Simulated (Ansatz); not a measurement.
# C6H6Co: the cost of one run

Program: Ansatz 0.2.0. Level of theory: the levels named in each step. These are calculated values, not measurements.

**1. Starting point**

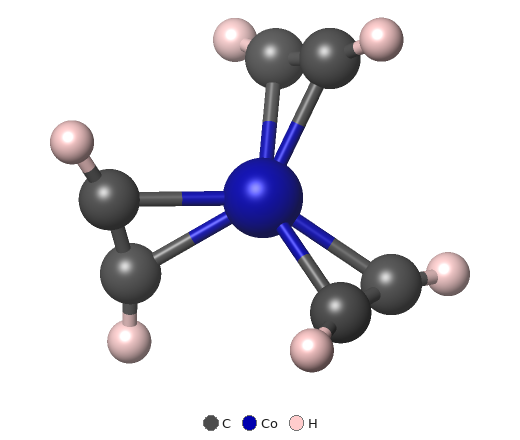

The starting structure, seen from a chosen angle (carbon dark grey, cobalt blue, hydrogen pink).

Structure file:

```xyz
13

C    -1.3732   -0.5340    1.5085
C    -1.9652   -0.6236    0.4420
C     0.5514    1.8941    0.7448
C     1.5841    1.2544    0.6029
C     0.5064   -1.5274   -1.3628
C     0.6966   -0.4636   -1.9355
Co    0.0005    0.0005   -0.0003
H    -1.1029   -0.5291    2.5382
H    -2.6866   -0.7849   -0.3241
H    -0.1739    2.6423    0.9626
H     2.5979    0.9316    0.5672
H     0.4200   -2.5570   -1.1064
H     0.9455    0.2970   -2.6375
```

**2. A rough first relaxation, PBE-D4/def2-SVP**

This run stands in another session on the same molecule. It ended at:

```xyz
13

C    -1.3913   -0.2133    1.4268
C    -1.7542   -0.8776    0.4112
C     0.5119    1.6693    0.9851
C     1.5008    1.2983    0.2859
C     0.1926   -1.4247   -1.3970
C     0.9399   -0.4518   -1.7121
Co    0.0002    0.0001   -0.0001
H    -1.4677    0.1829    2.4421
H    -2.4062   -1.5259   -0.1789
H    -0.0368    2.3072    1.6819
H     2.5151    1.3475   -0.1172
H    -0.2636   -2.4115   -1.5062
H     1.6596    0.0999   -2.3217
```

**3. Relaxation, PBE0-D4/def2-TZVP**

input.yaml

```yaml
crystal:
  periodic: [false, false, false]
  atoms:
    - { symbol: C, position_ang: [-1.39127669, -0.21329142, 1.42677084] }
    - { symbol: C, position_ang: [-1.75417286, -0.87758769, 0.41119905] }
    - { symbol: C, position_ang: [0.51194857, 1.66928777, 0.98510157] }
    - { symbol: C, position_ang: [1.50080054, 1.29829444, 0.28586432] }
    - { symbol: C, position_ang: [0.19262926, -1.4247274, -1.39699958] }
    - { symbol: C, position_ang: [0.93994283, -0.451768, -1.71208612] }
    - { symbol: Co, position_ang: [0.00015255, 0.00013456, -0.00013363] }
    - { symbol: H, position_ang: [-1.46767809, 0.18290065, 2.44214325] }
    - { symbol: H, position_ang: [-2.40615965, -1.52593154, -0.17893291] }
    - { symbol: H, position_ang: [-0.03684162, 2.30723359, 1.68191275] }
    - { symbol: H, position_ang: [2.51514777, 1.34746947, -0.11719319] }
    - { symbol: H, position_ang: [-0.2635664, -2.41146022, -1.5062408] }
    - { symbol: H, position_ang: [1.65957379, 0.09993579, -2.32165555] }
magnetization:
  spin_polarized: true
  initial_magnetization: 2
total_charge: 1
basis:
  gaussian: { orbitals: def2-TZVP }
hamiltonian:
  xc: pbe0
  dispersion: d4
relax:
  f_tol: 0.004
  max_steps: 150
```

Run with:

```sh
$ ansatz run input.yaml --threads 4 --pin off --max-ram 10240MiB --backend cpu --events-out ev --progress --plain --runs-dir out
```

What time and memory should one allow on 4 threads of Intel Xeon at 2.70GHz, shared host?

About 5 min, with a peak of 1.8 GiB.
